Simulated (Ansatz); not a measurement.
# CH7ClSi2 (SMILES [SiH3]C[SiH2]Cl): what the fields show

Input

```
crystal:
  periodic: [false, false, false]
  atoms:
    - {symbol: C, position_ang: [-0.229645, 0.652917, -1.188966]}
    - {symbol: Cl, position_ang: [0.344384, 2.831734, -3.503893]}
    - {symbol: Si, position_ang: [-2.060845, 0.654459, -1.674722]}
    - {symbol: Si, position_ang: [0.707917, 2.235537, -1.536158]}
    - {symbol: H, position_ang: [-2.744102, -0.526367, -1.069223]}
    - {symbol: H, position_ang: [-2.718115, 1.895313, -1.169874]}
    - {symbol: H, position_ang: [-2.208832, 0.590205, -3.154026]}
    - {symbol: H, position_ang: [0.270563, -0.184926, -1.704472]}
    - {symbol: H, position_ang: [-0.150823, 0.455090, -0.104296]}
    - {symbol: H, position_ang: [0.241342, 3.326949, -0.639715]}
    - {symbol: H, position_ang: [2.176776, 2.053698, -1.383750]}
basis:
  gaussian: {orbitals: def2-TZVPD}
hamiltonian: {xc: pbe0}
output: {forces: true, orbitals: {seedname: orbitals}}
```

Run with:

```sh
ansatz run input.yaml --threads 2 --pin off --max-ram 4350MiB --events-out events.jsonl --progress --plain --runs-dir runs
```

Geometry: B3LYP-D3(BJ)/def2-SVP.

The calculation used isolated molecule in a Gaussian basis; Kohn-Sham density functional theory, functional PBE0 (Ansatz).

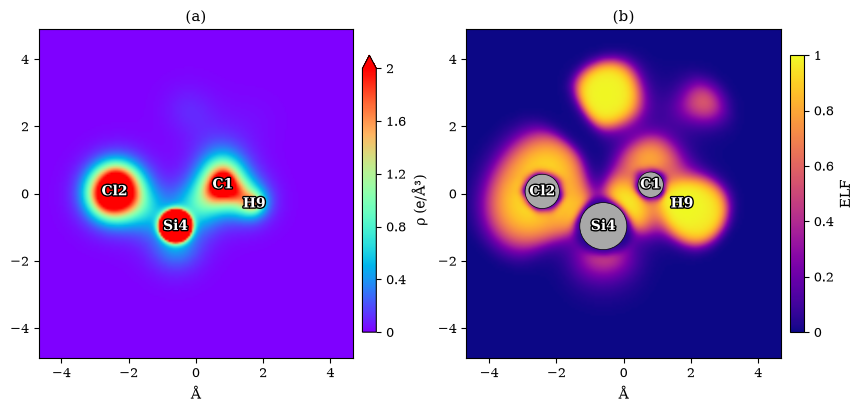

Figure 1. (a) total electron density; (b) ELF on the plane of atoms C1, Si4 and Cl2. Grey discs cover the atomic cores in the ELF map.

### What does the map show?

The section cuts through C, Cl, Si and H sites. C–Si (1.87 Å): ρ at the midpoint is about 0.95 e/Å³; the ELF peaks at about 0.95 between the atoms; a covalent bond. Si–Cl (2.09 Å): ρ at the midpoint is about 0.85 e/Å³; the ELF peaks at about 0.85 between the atoms: a shared but strongly polarised pair. C–H (1.11 Å): ρ at the midpoint is about 1.9 e/Å³; the ELF climbs to about 1 towards the hydrogen, as it does in any bond to H; an ordinary covalent bond to hydrogen. The ELF also peaks beside Cl2, away from the bonds: lone-pair regions.

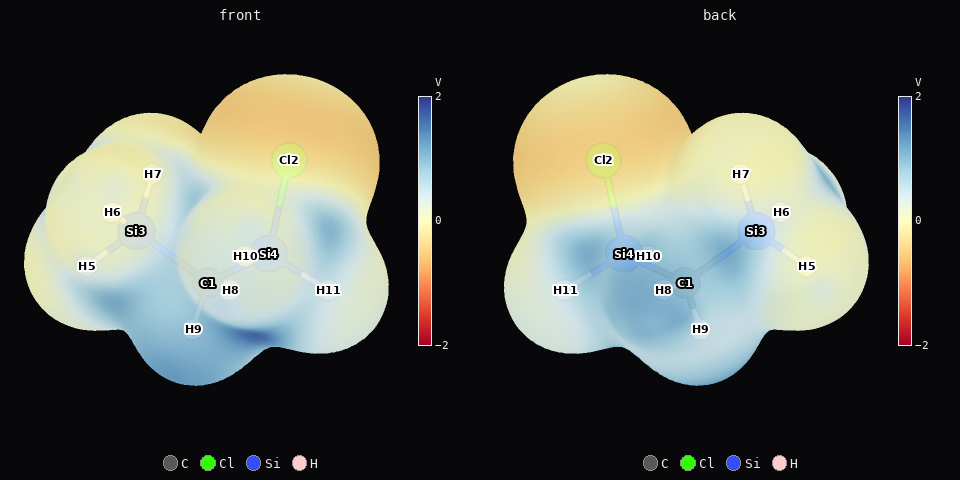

Figure 2. The molecular electrostatic potential painted on the density surface at 0.002 e/bohr³, seen from the front and from behind; the colour scale runs from red (negative) to blue (positive).

### Where is the surface potential most negative and most positive?

The most negative region (about −0.5 V) lies over Cl2, the most positive (about +1.5 V) over Si4.

### How polar is the molecule by this calculation?

Its dipole moment is 1.99 D.

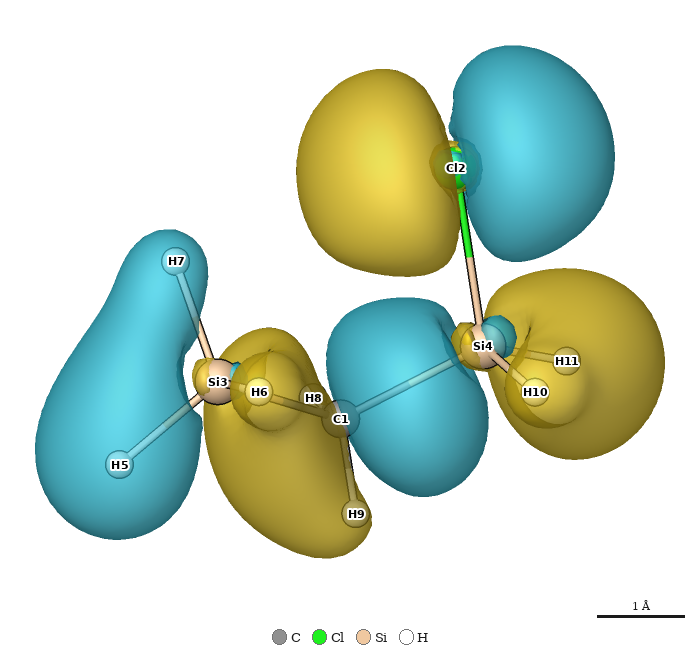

Figure 3. The HOMO at ±0.06 Å⁻³ᐟ² (yellow and cyan are the two phases), seen at a tilt.

### What is the character of this orbital?

Its weight (Hirshfeld) is mainly on Cl2 (about 35 %), C1 (about 20 %), Si4 (about 15 %), Si3 (about 10 %) and H11 (about 10 %). Its energy is −8.74 eV.
